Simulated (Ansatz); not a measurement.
# Molecular dynamics, with input and output: WH₃OF₃ (part 4 of 4)

Continued. System: WH₃OF₃. Method: RKS BHLYP-D4/def2-SVP (Ansatz 0.2.0). It belongs to a series of runs on one base structure; here: dynamics from the start.

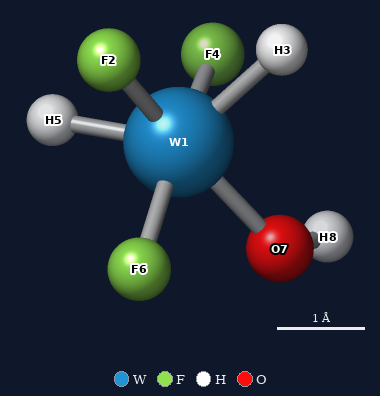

The geometry at step 212 of the log (ball-and-stick view, seen at a tilt; atoms are numbered from 1 in the order of the input).

Trajectory as extended XYZ, continued:
```
8
Properties=species:S:1:pos:R:3:forces:R:3 step=125 time_fs=62.5 energy=-12059.05937 temperature=45.9
W    -0.0324   -0.0615   -0.0411    0.3783  -0.2616   0.5208
F     0.1971   -0.5243    1.7637   -0.1632   0.0254  -0.3896
H     1.4701    0.5811    0.3731   -0.0898  -0.1593  -0.0989
F    -0.1456    1.7807   -0.3780   -0.2166   0.3707  -0.1537
H    -1.5776    0.3967    0.4383   -0.0028   0.0588   0.1537
F    -0.3317   -1.8715   -0.2680    0.0269  -0.0071  -0.0963
O     0.3341   -0.1072   -1.8793    0.0073   0.0744   0.1776
H     0.4261    0.7406   -2.3212    0.0599  -0.1014  -0.1135
8
Properties=species:S:1:pos:R:3:forces:R:3 step=138 time_fs=69.0 energy=-12059.05621 temperature=42.0
W    -0.0317   -0.0620   -0.0417   -0.4865   0.0978   0.3449
F     0.1880   -0.5283    1.7540   -0.0526   0.0387  -0.1498
H     1.4670    0.5647    0.3501    0.1152  -0.0308   0.0245
F    -0.1420    1.7911   -0.3736   -0.1976   0.0688  -0.0730
H    -1.6175    0.3888    0.4479    0.5341  -0.0242  -0.0230
F    -0.3244   -1.8715   -0.2561    0.0117  -0.0893  -0.1800
O     0.3267   -0.1066   -1.8786   -0.0154  -0.3078   0.3248
H     0.4273    0.7226   -2.3383    0.0911   0.2468  -0.2683
8
Properties=species:S:1:pos:R:3:forces:R:3 step=150 time_fs=75.0 energy=-12059.05911 temperature=45.8
W    -0.0315   -0.0624   -0.0416    0.7768   0.0153  -0.3044
F     0.1785   -0.5314    1.7424    0.0420  -0.0075   0.2556
H     1.4900    0.5344    0.3325   -0.0103   0.0514   0.0469
F    -0.1423    1.8023   -0.3708   -0.1316  -0.2009   0.0075
H    -1.5265    0.3907    0.4676   -0.6557   0.3683   0.3007
F    -0.3175   -1.8732   -0.2485   -0.0649  -0.1448  -0.2240
O     0.3203   -0.1066   -1.8746    0.0317  -0.0501  -0.0676
H     0.4473    0.6920   -2.3902    0.0119  -0.0317  -0.0148
8
Properties=species:S:1:pos:R:3:forces:R:3 step=162 time_fs=81.0 energy=-12059.05189 temperature=36.5
W    -0.0306   -0.0624   -0.0419   -0.5275   0.9327   0.2148
F     0.1698   -0.5345    1.7352    0.1722  -0.0275   0.4511
H     1.5085    0.5149    0.3262   -0.1572  -0.0503  -0.0626
F    -0.1448    1.8098   -0.3681    0.0763  -0.3975   0.0091
H    -1.5579    0.4748    0.5511    0.5010  -0.3026  -0.2940
F    -0.3117   -1.8772   -0.2449   -0.1017  -0.0491  -0.2375
O     0.3146   -0.1076   -1.8717    0.1211   0.1677  -0.3440
H     0.4720    0.6496   -2.4486   -0.0843  -0.2733   0.2631
8
Properties=species:S:1:pos:R:3:forces:R:3 step=175 time_fs=87.5 energy=-12059.04874 temperature=32.2
W    -0.0303   -0.0609   -0.0419   -0.0433   0.1608  -0.2306
F     0.1639   -0.5384    1.7362    0.2152   0.0122   0.4209
H     1.4957    0.4894    0.3074    0.2107   0.1445   0.0874
F    -0.1461    1.8103   -0.3651    0.1402  -0.3234  -0.0116
H    -1.4789    0.4846    0.5620   -0.3968  -0.0168   0.0135
F    -0.3076   -1.8825   -0.2459   -0.1243   0.0859  -0.1930
O     0.3100   -0.1108   -1.8719    0.0530  -0.1046  -0.1581
H     0.4874    0.5990   -2.4894   -0.0547   0.0414   0.0715
8
Properties=species:S:1:pos:R:3:forces:R:3 step=188 time_fs=94.0 energy=-12059.05735 temperature=43.4
W    -0.0301   -0.0588   -0.0423    0.2052   0.0110   0.1143
F     0.1624   -0.5419    1.7456    0.1616   0.1113   0.0447
H     1.5244    0.5026    0.3118   -0.2626  -0.0530   0.0082
F    -0.1446    1.8038   -0.3622    0.0803  -0.2103  -0.0263
H    -1.5102    0.4704    0.5604   -0.0548  -0.1106  -0.0989
F    -0.3060   -1.8857   -0.2509   -0.0947   0.2971  -0.1268
O     0.3065   -0.1171   -1.8754   -0.0631  -0.3853   0.2591
H     0.4834    0.5711   -2.5064    0.0281   0.3396  -0.1742
8
Properties=species:S:1:pos:R:3:forces:R:3 step=200 time_fs=100.0 energy=-12059.05881 temperature=45.3
W    -0.0297   -0.0570   -0.0425   -0.6463  -0.4135   0.3063
F     0.1640   -0.5432    1.7555    0.0802   0.1676  -0.2706
H     1.4933    0.5102    0.3269    0.1327   0.0752   0.1103
F    -0.1418    1.7941   -0.3601   -0.0227   0.0074  -0.0580
H    -1.5765    0.4299    0.5341    0.4951  -0.1480  -0.1924
F    -0.3063   -1.8835   -0.2580   -0.0398   0.3218  -0.0642
O     0.3035   -0.1260   -1.8783    0.0163  -0.0983   0.1147
H     0.4672    0.5790   -2.5038   -0.0154   0.0878   0.0538
8
Properties=species:S:1:pos:R:3:forces:R:3 step=212 time_fs=106.0 energy=-12059.04974 temperature=33.8
W    -0.0299   -0.0560   -0.0422    0.9530  -0.9753   0.0661
F     0.1670   -0.5415    1.7608   -0.0830   0.1104  -0.3295
H     1.4859    0.5369    0.3737   -0.0268   0.0166   0.0184
F    -0.1396    1.7845   -0.3591   -0.2039   0.2859  -0.1248
H    -1.5374    0.3602    0.4652   -0.6449   0.3762   0.3292
F    -0.3075   -1.8758   -0.2663   -0.0348   0.1192  -0.0121
O     0.3009   -0.1365   -1.8795    0.0935   0.3214  -0.2320
H     0.4435    0.6087   -2.4754   -0.0531  -0.2544   0.2847
8
Properties=species:S:1:pos:R:3:forces:R:3 step=225 time_fs=112.5 energy=-12059.04608 temperature=28.9
W    -0.0289   -0.0566   -0.0415   -0.3367  -0.0893   0.8044
F     0.1687   -0.5376    1.7599   -0.1406  -0.0125  -0.2500
H     1.4689    0.5650    0.4231   -0.0676  -0.1430  -0.2017
F    -0.1409    1.7797   -0.3607   -0.1778   0.3739  -0.2333
H    -1.6200    0.3814    0.4704    0.6242  -0.1182  -0.1191
F    -0.3094   -1.8651   -0.2756   -0.0237  -0.1718   0.0099
O     0.2993   -0.1461   -1.8810    0.0996   0.2326  -0.0311
H     0.4172    0.6413   -2.4177    0.0225  -0.0717   0.0210
8
Properties=species:S:1:pos:R:3:forces:R:3 step=238 time_fs=119.0 energy=-12059.05458 temperature=39.8
W    -0.0282   -0.0577   -0.0393    0.1180  -0.2541   0.1815
F     0.1675   -0.5339    1.7541   -0.0980  -0.1217   0.0240
H     1.4490    0.5542    0.4087    0.3245   0.0716  -0.0548
F    -0.1461    1.7827   -0.3672   -0.1072   0.3098  -0.2685
H    -1.5500    0.3893    0.4622   -0.3074   0.1418   0.1891
F    -0.3119   -1.8581   -0.2846   -0.0562  -0.4208   0.0355
O     0.2999   -0.1510   -1.8826    0.0462   0.0160   0.1797
H     0.4026    0.6639   -2.3662    0.0799   0.2575  -0.2865
8
Properties=species:S:1:pos:R:3:forces:R:3 step=250 time_fs=125.0 energy=-12059.06929 temperature=58.7
W    -0.0275   -0.0590   -0.0368    0.3241   0.3578   0.0724
F     0.1647   -0.5327    1.7489    0.0419  -0.1405   0.1635
H     1.5071    0.5507    0.3643   -0.2908  -0.1526  -0.1280
F    -0.1528    1.7911   -0.3782    0.0068  -0.0243  -0.2046
H    -1.5414    0.4287    0.5017   -0.0741  -0.0168   0.0270
F    -0.3153   -1.8590   -0.2923   -0.0746  -0.2979   0.0606
O     0.3022   -0.1492   -1.8835    0.0258   0.2927   0.1341
H     0.4043    0.6785   -2.3572    0.0409  -0.0186  -0.1250
8
Properties=species:S:1:pos:R:3:forces:R:3 step=262 time_fs=131.0 energy=-12059.05992 temperature=46.8
W    -0.0264   -0.0598   -0.0342   -0.9737   0.3702  -0.3282
F     0.1628   -0.5339    1.7465    0.2314  -0.1116   0.2188
H     1.5044    0.5128    0.2894    0.1533   0.1075   0.1636
F    -0.1594    1.7990   -0.3928    0.1362  -0.3318  -0.0783
H    -1.5567    0.4637    0.5504    0.4723  -0.2070  -0.2174
F    -0.3199   -1.8651   -0.2989   -0.0446  -0.0138   0.1010
O     0.3053   -0.1406   -1.8820    0.0557   0.5256  -0.0135
H     0.4183    0.6777   -2.3835   -0.0305  -0.3390   0.1542
8
Properties=species:S:1:pos:R:3:forces:R:3 step=275 time_fs=137.5 energy=-12059.04982 temperature=33.8
W    -0.0265   -0.0600   -0.0322    0.5138  -0.1147  -0.9249
F     0.1651   -0.5375    1.7483    0.2559  -0.0776   0.1955
H     1.5318    0.5037    0.2639   -0.1492   0.0686   0.1915
F    -0.1640    1.8010   -0.4101    0.1106  -0.4453   0.0777
H    -1.4718    0.4550    0.5518   -0.6751   0.2649   0.2080
F    -0.3260   -1.8719   -0.3039   -0.0406   0.2538   0.1429
O     0.3089   -0.1255   -1.8768    0.0060   0.0612   0.0463
H     0.4367    0.6548   -2.4198   -0.0214  -0.0110   0.0631
8
Properties=species:S:1:pos:R:3:forces:R:3 step=288 time_fs=144.0 energy=-12059.05509 temperature=40.6
W    -0.0264   -0.0602   -0.0319   -0.7280   0.5269  -0.0544
F     0.1729   -0.5428    1.7539    0.1848  -0.0369  -0.0146
H     1.5160    0.5203    0.3087   -0.1363  -0.0488   0.0148
F    -0.1661    1.7937   -0.4259    0.1306  -0.3473   0.1588
H    -1.5341    0.4963    0.5857    0.4830  -0.3282  -0.2950
F    -0.3327   -1.8735   -0.3059    0.0012   0.3589   0.1411
O     0.3129   -0.1096   -1.8698    0.0401  -0.4701   0.1857
H     0.4490    0.6396   -2.4399    0.0245   0.3454  -0.1364
8
Properties=species:S:1:pos:R:3:forces:R:3 step=300 time_fs=150.0 energy=-12059.06754 temperature=56.5
W    -0.0273   -0.0596   -0.0319   -0.2094  -0.0895  -0.1114
F     0.1834   -0.5485    1.7591    0.0232  -0.0287  -0.1144
H     1.4684    0.5295    0.3631    0.3330   0.1210  -0.0062
F    -0.1658    1.7808   -0.4375    0.0061  -0.0041   0.2112
H    -1.4988    0.4562    0.5468   -0.3130   0.0398   0.0841
F    -0.3390   -1.8686   -0.3051    0.0113   0.1961   0.1070
O     0.3185   -0.0995   -1.8640    0.1760  -0.3329  -0.2277
H     0.4520    0.6549   -2.4366   -0.0271   0.0984   0.0574
```

The run was set up as follows.

Input file:
```yaml
crystal:
  periodic: [false, false, false]
  atoms:
    - { symbol: W, position_ang: [-0.03137, -0.053697, -0.030237] }
    - { symbol: F, position_ang: [0.268501, -0.590002, 1.724886] }
    - { symbol: H, position_ang: [1.479184, 0.584242, 0.323401] }
    - { symbol: F, position_ang: [-0.237143, 1.769245, -0.450843] }
    - { symbol: H, position_ang: [-1.541996, 0.404395, 0.567489] }
    - { symbol: F, position_ang: [-0.421762, -1.842423, -0.296059] }
    - { symbol: O, position_ang: [0.441584, -0.135418, -1.840318] }
    - { symbol: H, position_ang: [0.570802, 0.656059, -2.365419] }
basis:
  gaussian: { orbitals: def2-SVP }
hamiltonian:
  xc: { name: BHLYP }
  dispersion: d4
md:
  timestep: 0.5
  n_steps: 300
  ensemble: nve
  temperature: 100.0
  initial_velocities: maxwell_boltzmann
  seed: 771648
```

Launched with:
```bash
ansatz run input.yaml --threads 2 --pin off --max-ram 3072MiB --backend cpu --events-out ev --progress --plain --runs-dir out
```

Results in brief:

- outcome: finished
- mean temperature over the second half: 42 K
- trajectory: 300 steps, 150 fs
- ensemble: nve
- temperature in the input: 100.0 K
- time step: 0.5 fs
- potential energy (last step): −12059.0677 eV
- mean-field energy (last step): −12058.8726 eV
- largest force (length of the vector) (last step): 0.440 eV/Å
- hardware: 2 threads of Arm Neoverse V2, 24 GiB of memory available, shared host
- wall time: 16 min (CPU time 32 min)
- peak memory: 0.22 GiB

Remarks:

So short a trajectory is not equilibrated.
